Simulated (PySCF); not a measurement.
**BH2Br (SMILES BBr): levels of theory compared**

We compute a comparison of 6 runs (B3LYP/STO-3G, PBE0/STO-3G, r2SCAN/STO-3G, MP2/STO-3G, CCSDT(Q)/STO-3G, CCSD(T)/STO-3G) of BH2Br. Input form: a Python script.

The calculation is run with PySCF 2.14.0.

2 further runs of the same task are left out: 2 set aside as unsound or not needed.

**1. The molecule**

BH2Br: 4 atoms, total charge 0, spin state singlet. SMILES: `BBr`. Geometry: relaxed at PBE0-D4/def2-TZVP.

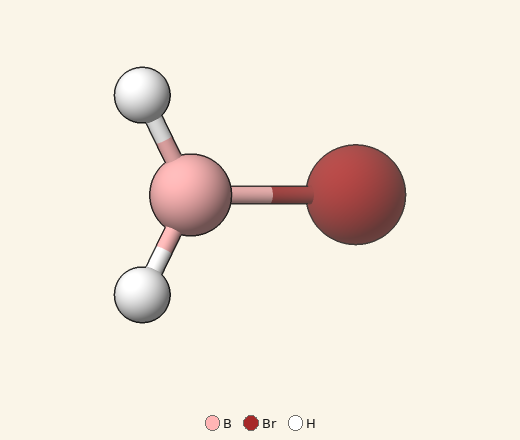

The structure, seen from a chosen angle (boron pink, bromine red, hydrogen white).

**2. A single-point energy at B3LYP/STO-3G (run 1)**

The input, input.py:

```python
from pyscf import gto, dft

mol = gto.Mole()
mol.atom = '''
B       -0.153900       0.025000      -0.096900
Br       1.470100      -0.363400       0.790800
H       -1.111200      -0.617300       0.191700
H       -0.149500       0.895400      -0.905900
'''
mol.basis = 'sto-3g'
mol.max_memory = 1860
mol.verbose = 4
mol.build()

myscf = dft.RKS(mol)
myscf.xc = 'b3lyp'
myscf.conv_tol = 1e-10
myscf.grids.level = 5
myscf.kernel()
if not myscf.converged:
    myscf = myscf.newton().run(myscf.mo_coeff, myscf.mo_occ)

e_tot = myscf.e_tot
print('Final energy', e_tot)
```

Command:

```
$ OMP_NUM_THREADS=1 python input.py
```

The log of the run:

```text
PySCF version 2.14.0

[... 68 lines left out ...]
converged SCF energy = -2571.74928489557
Final energy -2571.7492848955744
```

Run time: 3.3 s. Hardware: 1 thread of Arm Neoverse V1, shared host; peak memory 0.22 GiB.

**3. A single-point energy at PBE0/STO-3G (run 2)**

The input, run.py:

```python
from pyscf import gto, dft

mol = gto.M(
    atom='''
B     -0.290829     0.047243    -0.183114
Br     2.778086    -0.686726     1.494395
H     -2.099864    -1.166528     0.362260
H     -0.282514     1.692061    -1.711903
''',
    charge=0,
    unit='bohr',
    max_memory=1860,
    verbose=3,
    basis='sto-3g',
)

mf = dft.RKS(mol)
mf.xc = 'pbe0'
mf.grids.level = 5
mf.conv_tol = 1e-10
mf.kernel()
if not mf.converged:
    mf = mf.newton().run(mf.mo_coeff, mf.mo_occ)

energy = mf.e_tot
print('Final energy', energy)
```

Command:

```
$ OMP_NUM_THREADS=1 python run.py
```

The log of the run:

```text
converged SCF energy = -2571.49918498775
Final energy -2571.499184987754
```

It took 2.9 s on 1 thread of Arm Neoverse V1, shared host; peak memory 0.22 GiB.

Runs 3 to 5 aren't shown in full; the table further down has their settings and results.

**4. A single-point energy at CCSD(T)/STO-3G (run 6)**

The input, calc.py:

```python
# BBr
from pyscf import gto, scf, cc

molecule = gto.M(
    atom='''
B       -0.153900       0.025000      -0.096900
Br       1.470100      -0.363400       0.790800
H       -1.111200      -0.617300       0.191700
H       -0.149500       0.895400      -0.905900
''',
    basis='sto-3g',
    verbose=3,
    max_memory=1860,
)

myscf = scf.RHF(molecule)
myscf.conv_tol = 1e-10
myscf.kernel()
if not myscf.converged:
    myscf = myscf.newton().run(myscf.mo_coeff, myscf.mo_occ)

mycc = cc.CCSD(myscf, frozen=10)
mycc.kernel()
e_t = mycc.ccsd_t()
e_final = mycc.e_tot + e_t
print('Final energy', e_final)
```

Command:

```
$ OMP_NUM_THREADS=1 python calc.py
```

The log of the run:

```text
converged SCF energy = -2570.21524440676
E(CCSD) = -2570.277138061914  E_corr = -0.06189365515381141
CCSD(T) correction = -0.00162522646629855
Final energy -2570.27876328838
```

Run time: 0.91 s. Hardware: 1 thread of Arm Neoverse V1, shared host; peak memory 0.1 GiB.

**5. The series**

```csv
run,level,integration grid,frozen core orbitals,energy (Eh),dipole moment (D) of the reference,HOMO energy (eV),LUMO energy (eV),wall time
1,B3LYP/STO-3G,5,–,-2571.749285,0.18,-5.39,0.85,3.3 s
2,PBE0/STO-3G,5,–,-2571.499185,0.29,-5.68,1.05,2.9 s
3,r2SCAN/STO-3G,5,–,-2571.825338,0.21,-4.64,0.28,3.9 s
4,MP2/STO-3G,–,10,-2570.261368,0.98,-8.65,5.94,0.93 s
5,CCSDT(Q)/STO-3G,–,10,-2570.279146,0.98,-8.65,5.94,5.1 s
6,CCSD(T)/STO-3G,–,10,-2570.278763,0.98,-8.65,5.94,0.91 s
```

**6. Outcome**

| quantity | value |
| --- | --- |
| run 6: total energy | -2570.27876 Eh |
| run 6: dipole moment (Hartree–Fock density) | 0.98 D |
| run 6: HOMO energy (Hartree–Fock orbitals) | -8.65 eV |
| run 6: LUMO energy (Hartree–Fock orbitals) | 5.94 eV |
| run 6: HOMO–LUMO gap (Hartree–Fock orbitals) | 14.59 eV |
| run 6: correlation energy (10 core orbitals frozen) | -63.5 mEh |
| run 6: (T) correction | -1.63 mEh |
| run 6: T1 diagnostic | 0.013 |

In words: Over runs 1, 2, 3 the dipole moment (its size) runs from 0.18 D (B3LYP/STO-3G) to 0.29 D (PBE0/STO-3G). Over runs 1, 2, 3 the HOMO–LUMO gap runs from 4.92 eV (r2SCAN/STO-3G) to 6.74 eV (PBE0/STO-3G). Totals of different functionals can't be ranked against each other. In runs 1, 2, 3, 4, 5, 6 the basis is minimal, so the values are rough. All runs together took 17 s, the longest 5.1 s.
